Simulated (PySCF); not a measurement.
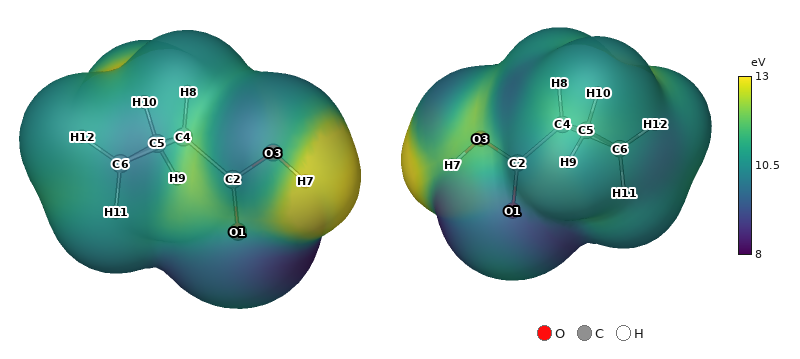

C4H6O2, SMILES `O=C(O)C1CC1`. Average local ionisation energy on the surface of electron density 0.001 a.u. (back view left, front view right).

Method: LDA (SVWN)/def2-SVP; geometry: GFN2-xTB; program: PySCF. No frequency check shows the geometry to be a minimum.

**Where are the most loosely bound electrons on this surface?**

The lowest value is 8.3 eV, near O1 (1.81 Å) and H7 (1.98 Å). Further minima include 8.7 eV, near O1 (1.80 Å) and H11 (1.99 Å); 9.6 eV, off the C5–C6 bond (2.0 to 2.1 Å from its atoms); 9.8 eV, off the C4–C6 bond (2.1 Å from its atoms), and at like points elsewhere. For comparison, the highest occupied orbital lies at −6.3 eV.

Run time: 14 s on 1 thread of Arm Neoverse V1, with other jobs on the host, peak memory 0.25 GiB.
